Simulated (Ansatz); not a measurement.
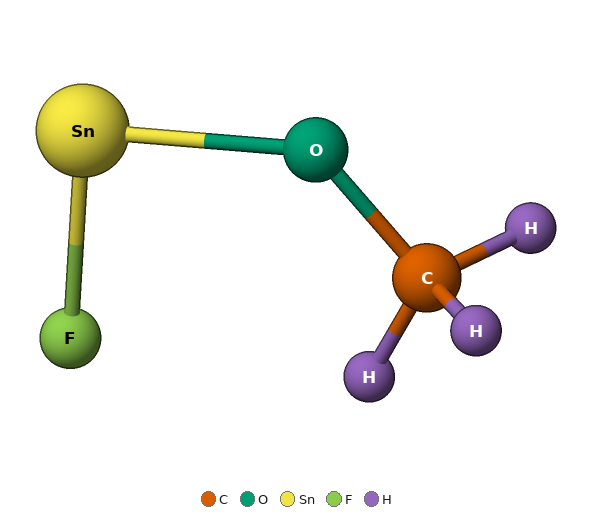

Sticks follow a distance rule. Harmonic vibrations computed with RKS PBE0-D4/def2-TZVP, core potentials on Sn (Ansatz 0.2.0) at a stationary point of the same level.

**How many imaginary frequencies does it have?**

A minimum: no imaginary frequency, and the lowest mode lies at 104 cm⁻¹.

**How many vibrational modes are there, and where do they lie?**

15 modes: 104, 141, 148, 261, 534, 573, 1111, 1172, 1193, 1469, 1494, 1497, 3014, 3079, 3092 cm⁻¹.
